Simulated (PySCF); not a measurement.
# triplet NH3S at 6 levels

Aim: a comparison of 6 runs (U-revPBE/def2-TZVPP, U-wB97M-V/def2-TZVPP, UBLYP/def2-TZVPP, UCAM-B3LYP/def2-TZVPP, UTPSS/def2-TZVPP, USCS-MP2/def2-TZVPP) of triplet NH3S. 

Program for the calculation: PySCF 2.14.0.

1 further run of the same task is left out (set aside as unsound or not needed).

### 1 The molecule

NH3S: 5 atoms, total charge 0, spin state triplet. As SMILES of the parent species, `NS`. The coordinates come from a GFN2-xTB relaxation. This is one conformer, not always the lowest. That shape belongs to the parent species and isn't relaxed for this state.

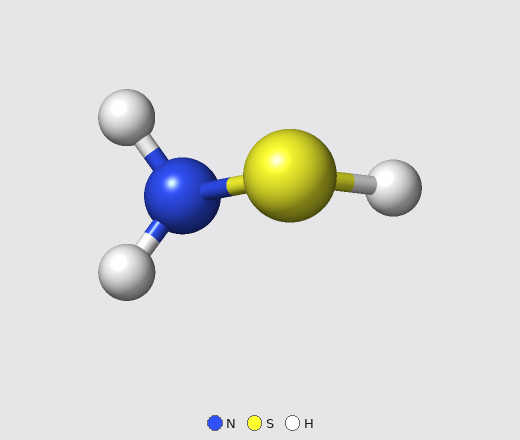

The structure, seen from a chosen angle (nitrogen blue, sulfur yellow, hydrogen white).

### 2 The energy at U-revPBE/def2-TZVPP (run 1)

File geometry.xyz:

```xyz
5
H3NS
N     -0.162760    -0.507400    -0.231700
S      0.168270     0.954370     0.610330
H      0.015040    -1.300690     0.375430
H     -1.135990    -0.524720    -0.519210
H      1.115440     1.378440    -0.234860
```

File calc.py:

```python
from pyscf import gto, dft

mol = gto.M(
    atom='geometry.xyz',
    max_memory=1860,
    basis='def2-tzvpp',
    verbose=3,
    spin=2,
)

myscf = dft.UKS(mol)
myscf.xc = 'revpbe'
myscf.conv_tol = 1e-10
myscf.grids.level = 5
myscf.kernel()
if not myscf.converged:
    myscf = myscf.newton().run(myscf.mo_coeff, myscf.mo_occ)

energy = myscf.e_tot
print('E(%s) = %.9f' % ('REVPBE', energy))
```

Command:

```
$ OMP_NUM_THREADS=1 python calc.py
```

The program printed:

```text
WARN: HOMO -0.07083726751085 >= LUMO -0.262920490246922

WARN: HOMO -0.0294008398412499 >= LUMO -0.118104125805864

WARN: HOMO -0.0502417864888614 >= LUMO -0.192577690637659

WARN: HOMO -0.0745348335809695 >= LUMO -0.226591281264852

WARN: HOMO -0.0651176159097915 >= LUMO -0.211531364639717

WARN: HOMO -0.0651461658450643 >= LUMO -0.212458759173131

WARN: HOMO -0.0626787995069478 >= LUMO -0.210230826598891

WARN: HOMO -0.0632512522435889 >= LUMO -0.210872755093905

WARN: HOMO -0.0637313054628308 >= LUMO -0.211773792895754

WARN: HOMO -0.0637150744864599 >= LUMO -0.211970199442272

WARN: HOMO -0.0637187044167078 >= LUMO -0.212039370568761

WARN: HOMO -0.0637401238598159 >= LUMO -0.21209789913344

WARN: HOMO -0.0637978628900413 >= LUMO -0.212152381418675

WARN: HOMO -0.0637709696840005 >= LUMO -0.212112330352185

WARN: HOMO -0.0637533644366428 >= LUMO -0.212091001081033

WARN: HOMO -0.0637780608805087 >= LUMO -0.21212084820472

WARN: HOMO -0.0637714177650324 >= LUMO -0.212114264366915

WARN: HOMO -0.0637711878099552 >= LUMO -0.212114201051429

WARN: HOMO -0.0637714122277586 >= LUMO -0.212114470537237

WARN: HOMO -0.0637714460331722 >= LUMO -0.212114485251096

WARN: HOMO -0.0637713679355727 >= LUMO -0.212114401791352

converged SCF energy = -454.51426575594  <S^2> = 2.0044722  2S+1 = 3.00298
E(REVPBE) = -454.514265756
```

Wall time 46 s (1 thread of Arm Neoverse V1, shared host); peak memory 0.64 GiB.

### 3 The energy at U-wB97M-V/def2-TZVPP (run 2)

File calc.py:

```python
from pyscf import gto, dft

system = gto.M(
    atom=[
    ('N', (-0.162760, -0.507400, -0.231700)),
    ('S', (0.168270, 0.954370, 0.610330)),
    ('H', (0.015040, -1.300690, 0.375430)),
    ('H', (-1.135990, -0.524720, -0.519210)),
    ('H', (1.115440, 1.378440, -0.234860)),
],
    charge=0,
    spin=2,
    max_memory=1860,
    basis='def2-tzvpp',
    verbose=3,
)

mf = dft.UKS(system)
mf.xc = 'wb97m-v'
mf.grids.level = 5
mf.conv_tol = 1e-10
mf.nlcgrids.level = 1
mf.kernel()
if not mf.converged:
    mf = mf.newton().run(mf.mo_coeff, mf.mo_occ)

e_tot = mf.e_tot
print('E = %.10f Eh' % e_tot)
```

Command:

```
$ OMP_NUM_THREADS=1 python calc.py
```

The program printed:

```text
WARN: HOMO -0.0138331506571276 >= LUMO -0.286802625820609

converged SCF energy = -454.53925507924  <S^2> = 2.0044968  2S+1 = 3.0029964
E = -454.5392550792 Eh
```

Run time: 2.7 min. Hardware: 1 thread of Arm Neoverse V1, shared host; peak memory 0.71 GiB.

Runs 3 to 5 aren't shown in full; the table further down has their settings and results.

### 4 A single-point energy at USCS-MP2/def2-TZVPP (run 6)

File job.py:

```python
from pyscf import gto, scf, mp

molecule = gto.M(
    atom='''
N     -0.162760    -0.507400    -0.231700
S      0.168270     0.954370     0.610330
H      0.015040    -1.300690     0.375430
H     -1.135990    -0.524720    -0.519210
H      1.115440     1.378440    -0.234860
''',
    max_memory=1860,
    basis='def2-tzvpp',
    spin=2,
    verbose=4,
    charge=0,
)

hf = scf.UHF(molecule)
hf.conv_tol = 1e-10
hf.kernel()
if not hf.converged:
    hf = hf.newton().run(hf.mo_coeff, hf.mo_occ)

pt = mp.MP2(hf, frozen=6).run()
energy = hf.e_tot + 1.2 * pt.e_corr_os + pt.e_corr_ss / 3
print('Final energy', energy)
```

Command:

```
$ OMP_NUM_THREADS=1 python job.py
```

The program printed:

```text
PySCF version 2.14.0

[INPUT] num. atoms = 5
[INPUT] num. electrons = 26
[INPUT] charge = 0
[INPUT] spin (= nelec alpha-beta = 2S) = 2
[INPUT] symmetry False subgroup None
[INPUT] Mole.unit = angstrom
[INPUT] Symbol           X                Y                Z      unit          X                Y                Z       unit  Magmom
[INPUT]  1 N     -0.162760000000  -0.507400000000  -0.231700000000 AA   -0.307571824034  -0.958847035604  -0.437849543062 Bohr   0.0
[INPUT]  2 S      0.168270000000   0.954370000000   0.610330000000 AA    0.317984214981   1.803497921501   1.153356545606 Bohr   0.0
[INPUT]  3 H      0.015040000000  -1.300690000000   0.375430000000 AA    0.028421480913  -2.457947872961   0.709459878945 Bohr   0.0
[INPUT]  4 H     -1.135990000000  -0.524720000000  -0.519210000000 AA   -2.146709980245  -0.991577092082  -0.981164701135 Bohr   0.0
[INPUT]  5 H      1.115440000000   1.378440000000  -0.234860000000 AA    2.107876108385   2.604874079145  -0.443821077615 Bohr   0.0

[... 27 lines left out ...]
WARN: HOMO 0.0309965786763087 >= LUMO -0.275000020625952
[... 74 lines left out ...]
converged SCF energy = -453.580671315142  <S^2> = 2.0280995  2S+1 = 3.0186748
[... 1 line left out ...]
******** <class 'pyscf.mp.ump2.UMP2'> ********
nocc = (np.int64(8), np.int64(6)), nmo = (109, 109)
frozen orbitals 6
E(UMP2) = -453.963432082852  E_corr = -0.382760767709887
E(SCS-UMP2) = -453.959594523751  E_corr = -0.378923208608878
E_corr(same-spin) = -0.0927573607419079
E_corr(oppo-spin) = -0.290003406967979
Final energy -453.95959452375126
```

Wall time 8.7 s (1 thread of Arm Neoverse V1, shared host); peak memory 0.35 GiB.

### 5 All runs side by side

```
run                  level  nlc grid  integration grid  energy (Eh)  dipole moment (D) of the reference  HOMO energy (eV)   ⟨S²⟩  wall time
  1    U-revPBE/def2-TZVPP         –                 5  -454.514266                                0.16             -1.74  2.004       46 s
  2   U-wB97M-V/def2-TZVPP         1                 5  -454.539255                                0.29             -4.57  2.004    2.7 min
  3       UBLYP/def2-TZVPP         –                 5  -454.580209                                0.16             -1.71  2.003       46 s
  4  UCAM-B3LYP/def2-TZVPP         –                 5  -454.580546                                0.23             -3.89  2.007       63 s
  5       UTPSS/def2-TZVPP         –                 5  -454.629747                                0.19             -1.77  2.007    1.8 min
  6    USCS-MP2/def2-TZVPP         –                 –  -453.959595                                0.29             -5.13  2.028      8.7 s
```

### 6 What came out

| quantity | value |
| --- | --- |
| run 6: total energy | -453.95959 Eh |
| run 6: dipole moment (Hartree–Fock density) | 0.29 D |
| run 6: HOMO energy (Hartree–Fock orbitals) (highest over α and β) | -5.13 eV |
| run 6: LUMO energy (Hartree–Fock orbitals) (lowest over α and β) | 0.16 eV |
| run 6: correlation energy (6 core orbitals frozen) | -378.9 mEh |
| run 6: ⟨S²⟩ of the reference determinant | 2.028 |

**Reading.** Over runs 1, 2, 3, 4, 5 the dipole moment (its size) runs from 0.16 D (UBLYP/def2-TZVPP) to 0.29 D (U-wB97M-V/def2-TZVPP). Totals of different functionals can't be ranked against each other. All runs together took 7.2 min, the longest 2.7 min.
